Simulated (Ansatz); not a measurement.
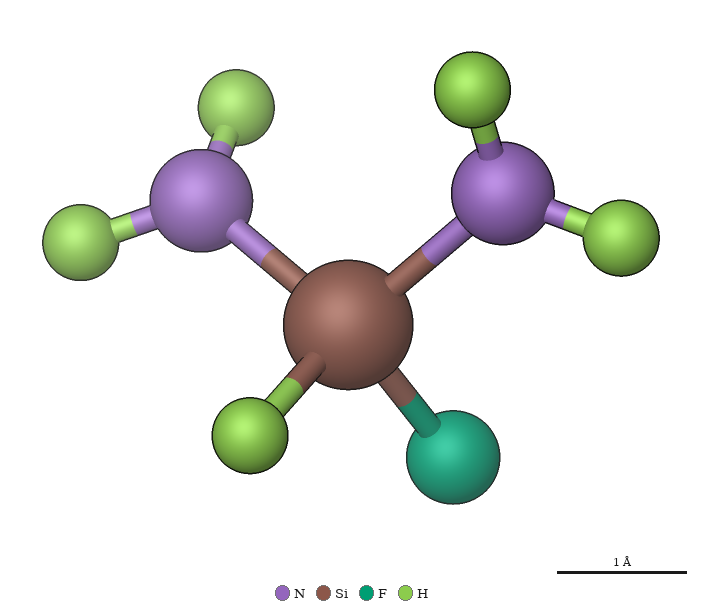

A ball-and-stick model of a molecule. Every bond is drawn as one stick, whatever its order.

The computed structure is the end point of a PBE0-D4/def2-TZVP optimisation.

Give the formula.

FH₅N₂Si, 9 atoms: 1 fluorine, 5 hydrogen, 2 nitrogen and 1 silicon.

Name functional groups in it.

Among them: Si–H bond, Si–N bond.

What is its SMILES?

N[SiH](N)F

The parts below concern this one geometry. Atoms keep their numbers from picture to picture.

**Electronic properties**

Properties computed with RKS revPBE-D4/def2-TZVPP (Ansatz 0.2.0).

Estimate the dispersion correction.

−48.8 kJ/mol.

Give the HOMO–LUMO gap at this level.

6.35 eV.

Give the HOMO energy (Kohn–Sham orbital) at this level.

−6.12 eV.

**Vibrations**

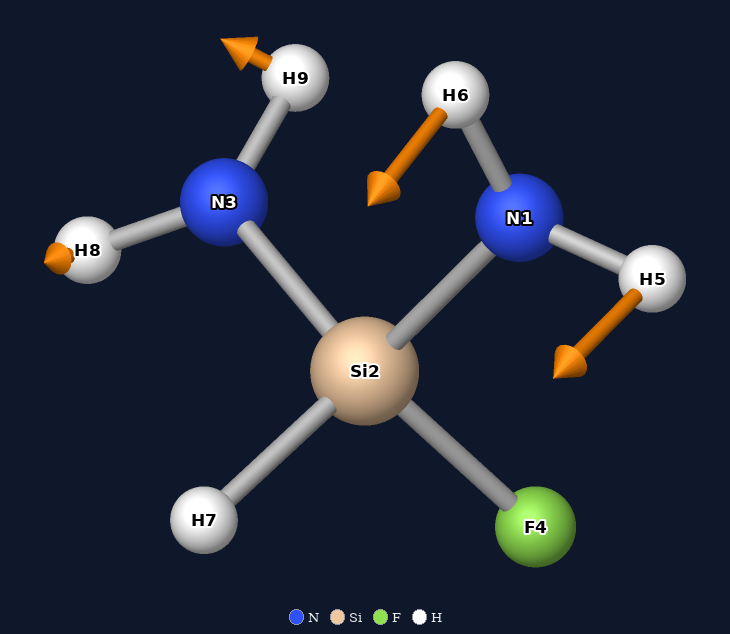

The arrows show one normal mode. Harmonic vibrations computed with RKS PBE0-D4/def2-TZVP (Ansatz 0.2.0) at a stationary point of the same level.

At what wavenumber does it lie?

344 cm⁻¹; it is mode 4 of 21 counted from the lowest.

**Thermal motion**

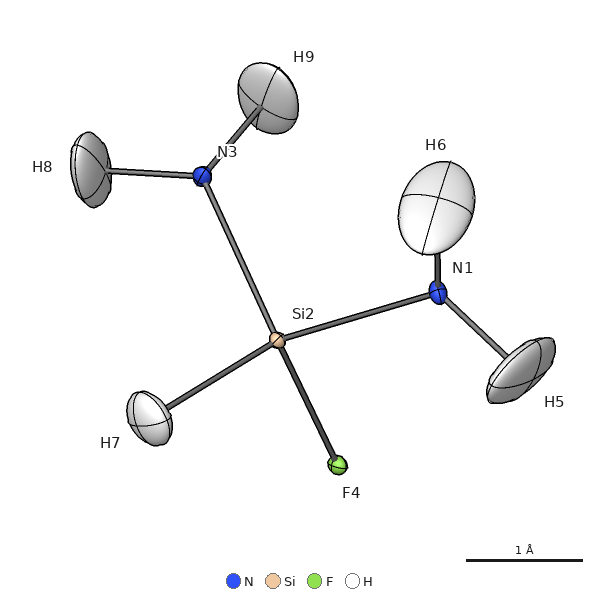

Displacement ellipsoids at the 50 % level, from the internal vibrations of the free molecule (harmonic, no overall translation or rotation; no half-axis is drawn under 0.075 Å). Vibrations computed with RKS PBE0-D4/def2-TZVP (Ansatz 0.2.0). Temperature: 600 K.

List U_eq and the three principal root-mean-square amplitudes for each kind of atom.

```json
{"atom": "N1", "U_eq (Å²)": "0.0034", "rms amplitudes (Å)": "0.043, 0.057, 0.071"}
{"atom": "Si2", "U_eq (Å²)": "0.0015", "rms amplitudes (Å)": "0.035, 0.036, 0.043"}
{"atom": "N3", "U_eq (Å²)": "0.0033", "rms amplitudes (Å)": "0.027, 0.055, 0.079"}
{"atom": "F4", "U_eq (Å²)": "0.0027", "rms amplitudes (Å)": "0.026, 0.054, 0.067"}
{"atom": "H5", "U_eq (Å²)": "0.0624", "rms amplitudes (Å)": "0.087, 0.206, 0.371"}
{"atom": "H6", "U_eq (Å²)": "0.0632", "rms amplitudes (Å)": "0.085, 0.205, 0.375"}
{"atom": "H7", "U_eq (Å²)": "0.0222", "rms amplitudes (Å)": "0.095, 0.164, 0.175"}
{"atom": "H8", "U_eq (Å²)": "0.0523", "rms amplitudes (Å)": "0.086, 0.178, 0.343"}
{"atom": "H9", "U_eq (Å²)": "0.0549", "rms amplitudes (Å)": "0.071, 0.196, 0.348"}
```

**Charges**

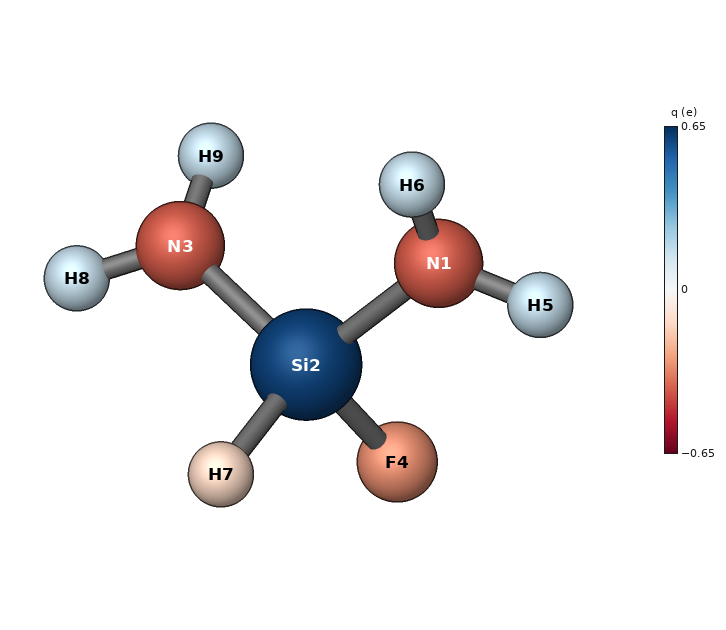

Atoms are coloured by their Mulliken charges. Method: RKS PBE-D4/def2-TZVPP (Ansatz 0.2.0).

Which atom carries the highest charge (most positive or least negative)?

Si2 (0.60 e).

And the lowest?

N1, N3 (−0.39 e).

List the Mulliken charges.

| atom | value (e) |
| --- | --- |
| N1 | −0.39 |
| Si2 | 0.60 |
| N3 | −0.39 |
| F4 | −0.29 |
| H5 | 0.15 |
| H6 | 0.15 |
| H7 | −0.13 |
| H8 | 0.15 |
| H9 | 0.16 |

Mulliken values depend strongly on the basis set and can even reverse the polarity of a bond.
